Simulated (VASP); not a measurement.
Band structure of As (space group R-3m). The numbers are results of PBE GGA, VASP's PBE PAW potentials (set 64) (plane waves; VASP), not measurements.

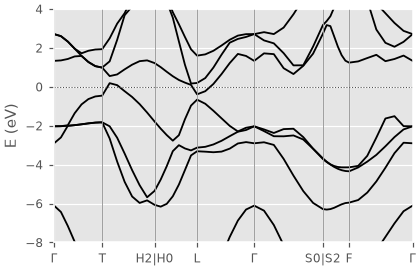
Figure: Bands along high-symmetry lines, zero at the valence-band maximum or, without a gap, the Fermi level

**Question.** Read the plot: is there a gap, and where are the band edges?

**Answer.** It has no gap at this level: it comes out as a metal or semimetal.

The structure comes from a computed database's As entry; how it stands against other phases isn't given here. The cell was not relaxed at this level.
